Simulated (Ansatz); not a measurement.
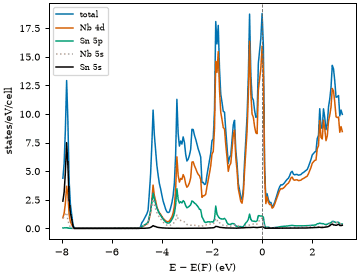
Fig. 1. Total and projected density of states of Nb3Sn (A15 (Cr3Si type), space group No. 223), plane-wave PAW PBE (Ansatz code)

Q: Which orbitals carry the states next to the Fermi level?

A: Within 0.5 eV of the Fermi level: Nb 4d 86 %, Sn 5p 6 %. Projections are on Löwdin-orthogonalised atomic valence shells; empty p or d shells of many metals are not among them.

Q: Where is the tallest occupied peak in this window, and what makes it?

A: Near -0.5 eV, about 19 states/eV per cell; the largest projected share is Nb 4d.

Space group Pm-3n (A15 (Cr3Si type)). The PBE relaxation kept the symmetry of its start. No spin polarisation was allowed. Scalar-relativistic: spin–orbit coupling is off unless named, which matters more the heavier the elements.

Potentials: the later of the program's two PAW sets.
